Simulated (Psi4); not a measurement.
# triplet BNH6: levels of theory compared

Wanted: a comparison of 4 runs (UB3LYP/def2-TZVP, UBHLYP/def2-TZVP, UM06-L/def2-TZVP, UPBE0/def2-TZVP) of triplet BNH6. 

Program for the calculation: Psi4 1.11.

1 further run of the same task is left out (set aside as unsound or not needed).

## 1. Starting point

BNH6: 8 atoms, total charge 0, spin state triplet. As SMILES of the parent species, `[BH3-][NH3+]`. The coordinates come from a PBE0-D4/def2-TZVP relaxation. That shape belongs to the parent species and isn't relaxed for this state.

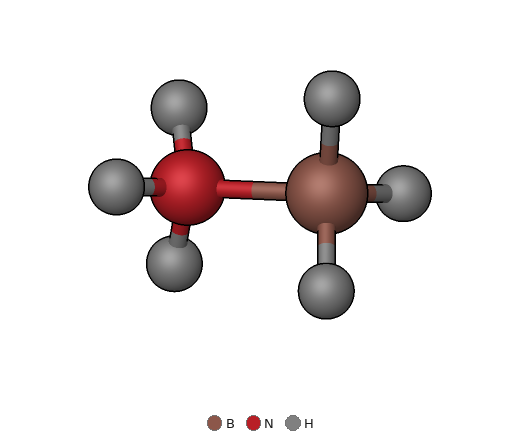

The structure, seen from a chosen angle (boron brown, nitrogen red, hydrogen grey).

## 2. The energy at UB3LYP/def2-TZVP (run 1)

File bh6n.xyz:

```xyz
8
BH6N
B     -0.191300     0.250800    -0.775400
N      0.206500    -0.255100     0.731700
H     -0.078200    -0.728400    -1.481000
H     -1.332600     0.649700    -0.687200
H      0.604400     1.126600    -1.038400
H      0.140800     0.507000     1.398700
H      1.156600    -0.611300     0.755300
H     -0.414000    -0.996500     1.040500
```

File bh6n.py:

```python
import psi4

psi4.set_memory('1600 MB')
psi4.set_num_threads(1)
psi4.set_output_file('output.dat', False)

with open('bh6n.xyz') as f:
    atoms = ''.join(f.readlines()[2:])
mol = psi4.geometry('0 3\n' + atoms + 'symmetry c1\nno_reorient\nno_com')

options = {'basis': 'def2-TZVP', 'reference': 'uks', 'puream': True, 'e_convergence': 1e-09, 'd_convergence': 1e-08, 'scf_type': 'pk', 'dft_radial_points': 99, 'dft_spherical_points': 590, 'maxiter': 100}
psi4.set_options(options)

e, wfn = psi4.energy('b3lyp', molecule=mol, return_wfn=True)
psi4.oeprop(wfn, 'MULLIKEN_CHARGES', 'DIPOLE', 'WIBERG_LOWDIN_INDICES')
print(f'b3lyp energy: {e:.10f} Eh')
```

Launch:

```sh
$ python bh6n.py
```

output.dat:

```text
[...]
  Running in c1 symmetry.
[...]
  Nuclear repulsion =   40.754562783001901
[...]
  Multiplicity = 3
[...]
  Nalpha       = 10
  Nbeta        = 8
[...]
    Number of basis functions: 98
[...]
   @UKS iter   1:   -82.61413098413439    6.93468e-02   8.85110e-03 DIIS/ADIIS
[...]
   @UKS iter  22:   -83.00427602550992   -1.13687e-12   1.48548e-09 DIIS
[...]
   @S^2 Observed:                2.006402036E+00
[...]
    Orbital Energies [Eh]
    ---------------------
    Alpha Occupied:
       1A    -14.379869     2A     -6.797471     3A     -0.953110
       4A     -0.612976     5A     -0.556459     6A     -0.546962
       7A     -0.444039     8A     -0.439077     9A     -0.367886
      10A     -0.065218
    Alpha Virtual:
      11A      0.036468    12A      0.039756    13A      0.043156
      14A      0.072676    15A      0.101605    16A      0.107979
      17A      0.111682    18A      0.126060    19A      0.177497
      20A      0.225674    21A      0.248461    22A      0.260523
      23A      0.315720    24A      0.384010    25A      0.395302
[...]
  @UKS Final Energy:   -83.00427602550992
   => Energetics <=
    Nuclear Repulsion Energy =             40.7545627830019015
    One-Electron Energy =                -190.2023789514631176
    Two-Electron Energy =                  77.0492582709131142
    DFT Exchange-Correlation Energy =     -10.6057181279618344
    Empirical Dispersion Energy =           0.0000000000000000
    VV10 Nonlocal Energy =                  0.0000000000000000
    Total Energy =                        -83.0042760255099239
[...]
 Multipole Moments:
 ------------------------------------------------------------------------------------
     Multipole            Electronic (a.u.)      Nuclear  (a.u.)        Total (a.u.)
 ------------------------------------------------------------------------------------
 L = 1.  Multiply by 2.5417464519 to convert [e a0] to [Debye]
 Dipole X            :         -1.3878464            1.0695850           -0.3182614
 Dipole Y            :          1.0544772           -1.1047339           -0.0502567
 Dipole Z            :         -2.7448461            2.3296544           -0.4151917
 Magnitude           :                                                    0.5255475
[...]
  Mulliken Charges: (a.u.)
   Center  Symbol    Alpha    Beta     Spin     Total
       1     B     3.40568  2.35704  1.04864 -0.76272
       2     N     3.06158  3.64939 -0.58781  0.28903
       3     H     0.55839  0.24288  0.31551  0.19873
       4     H     0.55836  0.24294  0.31542  0.19870
       5     H     0.45823  0.48947 -0.03123  0.05230
       6     H     0.65170  0.33647  0.31523  0.01183
       7     H     0.65195  0.33644  0.31551  0.01162
       8     H     0.65412  0.34537  0.30875  0.00051
   Total alpha = 10.00000, Total beta =  8.00000, Total charge = -0.00000
[...]
```

Standard output:

```text
b3lyp energy: -83.0042760255 Eh
```

It took 54 s on 1 thread of Intel Xeon Platinum 8488C (Sapphire Rapids), shared host; peak memory 0.81 GiB.

## 3. The energy at UBHLYP/def2-TZVP (run 2)

File bh6n.py:

```python
import psi4

psi4.set_memory('1600 MB')
psi4.set_num_threads(1)
psi4.set_output_file('output.dat', False)

geom = psi4.geometry("""
0 3
B     -0.36150461     0.47394331    -1.46529364
N      0.39022844    -0.48206913     1.38271261
H     -0.14777658    -1.37647651    -2.79868439
H     -2.51824903     1.22775506    -1.29861979
H      1.14215047     2.12896545    -1.96229161
H      0.26607344     0.95809115     2.64315993
H      2.18565724    -1.15518958     1.42731014
H     -0.78234662    -1.88311208     1.96626003
units au
symmetry c1
no_reorient
no_com
""")

options = {'basis': 'def2-TZVP', 'reference': 'uks', 'puream': True, 'e_convergence': 1e-09, 'd_convergence': 1e-08, 'scf_type': 'pk', 'dft_radial_points': 99, 'dft_spherical_points': 590, 'maxiter': 100}
psi4.set_options(options)

e, wfn = psi4.energy("bhhlyp", return_wfn=True)
psi4.oeprop(wfn, "DIPOLE", "WIBERG_LOWDIN_INDICES", "MAYER_INDICES", title="BHHLYP")
print(f'bhhlyp energy: {e:.10f} Eh')
```

Launch:

```sh
$ python bh6n.py
```

output.dat:

```text
[...]
  Running in c1 symmetry.
[...]
  Nuclear repulsion =   40.754562780604559
[...]
  Multiplicity = 3
[...]
  Nalpha       = 10
  Nbeta        = 8
[...]
    Number of basis functions: 98
[...]
   @UKS iter   1:   -82.71153992373461   -1.19498e-01   6.54903e-03 DIIS/ADIIS
[...]
   @UKS iter  26:   -82.92869375705423   -3.19744e-12   9.55386e-10 DIIS
[...]
   @S^2 Observed:                2.011688063E+00
[...]
    Orbital Energies [Eh]
    ---------------------
    Alpha Occupied:
       1A    -14.862563     2A     -7.131007     3A     -1.075084
       4A     -0.701691     5A     -0.628354     6A     -0.618412
       7A     -0.512975     8A     -0.503893     9A     -0.428721
      10A     -0.081224
    Alpha Virtual:
      11A      0.067280    12A      0.073231    13A      0.075044
      14A      0.108963    15A      0.146432    16A      0.147731
      17A      0.150310    18A      0.168976    19A      0.228812
      20A      0.273068    21A      0.298867    22A      0.311586
      23A      0.365191    24A      0.431503    25A      0.442720
[...]
  @UKS Final Energy:   -82.92869375705423
   => Energetics <=
    Nuclear Repulsion Energy =             40.7545627806045587
    One-Electron Energy =                -190.1648081466240114
    Two-Electron Energy =                  73.2702999402920199
    DFT Exchange-Correlation Energy =      -6.7887483313267811
    Empirical Dispersion Energy =           0.0000000000000000
    VV10 Nonlocal Energy =                  0.0000000000000000
    Total Energy =                        -82.9286937570542335
[...]
 Multipole Moments:
 ------------------------------------------------------------------------------------
     Multipole            Electronic (a.u.)      Nuclear  (a.u.)        Total (a.u.)
 ------------------------------------------------------------------------------------
 L = 1.  Multiply by 2.5417464519 to convert [e a0] to [Debye]
 Dipole X            :         -1.3943106            1.0695849           -0.3247257
 Dipole Y            :          1.0805517           -1.1047339           -0.0241822
 Dipole Z            :         -2.7990259            2.3296544           -0.4693715
 Magnitude           :                                                    0.5712628
[...]
```

Standard output:

```text
bhhlyp energy: -82.9286937571 Eh
```

Run time: 56 s. Hardware: 1 thread of Intel Xeon Platinum 8488C (Sapphire Rapids), shared host; peak memory 0.81 GiB.

Run 3 isn't shown in full; the table further down has it.

## 4. Energy and gradient at UPBE0/def2-TZVP (run 4)

File run.py:

```python
import psi4

psi4.set_memory('1600 MB')
psi4.set_num_threads(1)
psi4.set_output_file('psi4.out', False)

geom = psi4.geometry("""
0 3
B     -0.191300     0.250800    -0.775400
N      0.206500    -0.255100     0.731700
H     -0.078200    -0.728400    -1.481000
H     -1.332600     0.649700    -0.687200
H      0.604400     1.126600    -1.038400
H      0.140800     0.507000     1.398700
H      1.156600    -0.611300     0.755300
H     -0.414000    -0.996500     1.040500
symmetry c1
""")

psi4.set_options({
    'reference': 'uks',
    'puream': True,
    'e_convergence': 1e-09,
    'd_convergence': 1e-08,
    'scf_type': 'pk',
    'dft_radial_points': 99,
    'dft_spherical_points': 590,
    'maxiter': 100,
})

E, wfn = psi4.gradient('pbe0/def2-TZVP', return_wfn=True)
psi4.oeprop(wfn, 'MULLIKEN_CHARGES', 'DIPOLE', 'QUADRUPOLE', title='PBE0')
print('gradient / Eh bohr^-1')
print(E.np.round(6))
print(f'energy = {wfn.energy():.10f} Eh')
```

Launch:

```sh
$ python run.py
```

psi4.out, shortened:

```text
[...]
  Running in c1 symmetry.
[...]
  Nuclear repulsion =   40.754562783001887
[...]
  Multiplicity = 3
[...]
  Nalpha       = 10
  Nbeta        = 8
[...]
    Number of basis functions: 98
[...]
   @UKS iter   1:   -82.56095864342169    1.02244e-02   7.97491e-03 ADIIS/DIIS
[...]
   @UKS iter  20:   -82.88157553933571   -2.07194e-11   7.51271e-09 DIIS
[...]
   @S^2 Observed:                2.007933587E+00
[...]
  @UKS Final Energy:   -82.88157553933571
   => Energetics <=
    Nuclear Repulsion Energy =             40.7545627830018873
    One-Electron Energy =                -190.1820077819257904
    Two-Electron Energy =                  76.3969699138737752
    DFT Exchange-Correlation Energy =      -9.8511004542855805
    Empirical Dispersion Energy =           0.0000000000000000
    VV10 Nonlocal Energy =                  0.0000000000000000
    Total Energy =                        -82.8815755393357136
[...]
  -Total Gradient:
     Atom            X                  Y                   Z
    ------   -----------------  -----------------  -----------------
       1       -0.082276256261    -0.037960628216    -0.064172200402
       2        0.020522042632    -0.007071129142     0.044726611721
       3        0.029369318351     0.022675204288     0.023504594528
       4        0.037358606440     0.013914579335     0.018447832528
       5        0.006804899568     0.004943436420     0.002212687021
       6        0.000306529659    -0.021485390665    -0.016477375004
       7       -0.025997778756     0.007484132400     0.000207782454
       8        0.013912297885     0.017499737619    -0.008450121778
[...]
 Multipole Moments:
 ------------------------------------------------------------------------------------
     Multipole            Electronic (a.u.)      Nuclear  (a.u.)        Total (a.u.)
[...]
  Mulliken Charges: (a.u.)
   Center  Symbol    Alpha    Beta     Spin     Total
       1     B     3.52543  2.40928  1.11615 -0.93471
       2     N     3.05345  3.66269 -0.60924  0.28386
       3     H     0.53695  0.22659  0.31037  0.23646
       4     H     0.53691  0.22666  0.31025  0.23642
       5     H     0.43598  0.47822 -0.04224  0.08580
       6     H     0.63451  0.32958  0.30493  0.03591
       7     H     0.63479  0.32955  0.30525  0.03566
       8     H     0.64198  0.33743  0.30455  0.02059
   Total alpha = 10.00000, Total beta =  8.00000, Total charge = -0.00000
```

The script printed:

```text
gradient / Eh bohr^-1
[[-0.082276 -0.037961 -0.064172]
 [ 0.020522 -0.007071  0.044727]
 [ 0.029369  0.022675  0.023505]
 [ 0.037359  0.013915  0.018448]
 [ 0.006805  0.004943  0.002213]
 [ 0.000307 -0.021485 -0.016477]
 [-0.025998  0.007484  0.000208]
 [ 0.013912  0.0175   -0.00845 ]]
energy = -82.8815755393 Eh
```

It took 53 s on 1 thread of Intel Xeon Platinum 8488C (Sapphire Rapids), shared host; peak memory 0.81 GiB.

## 5. The series

```tsv
run	level	task	energy (Eh)	dipole moment (D)	HOMO energy (eV)	⟨S²⟩	wall time
1	UB3LYP/def2-TZVP	energy	-83.004276	1.34	-1.77	2.006	54 s
2	UBHLYP/def2-TZVP	energy	-82.928694	1.45	-2.21	2.012	56 s
3	UM06-L/def2-TZVP	gradient	-82.969983	1.37	-1.26	2.006	2 min
4	UPBE0/def2-TZVP	gradient	-82.881576	1.22	-1.90	2.008	53 s
```

## 6. Results

| quantity | value |
| --- | --- |
| run 4: total energy | -82.88158 Eh |
| run 4: dipole moment | 1.22 D |
| run 4: HOMO energy (highest over α and β) | -1.90 eV |
| run 4: ⟨S²⟩ | 2.008 |
| run 4: largest force on an atom | 5.710 eV/Å |

In words: The dipole moment (its size) runs from 1.22 D (UPBE0/def2-TZVP) to 1.45 D (UBHLYP/def2-TZVP). Totals of different functionals can't be ranked against each other. All runs together took 4.7 min, the longest 2 min.
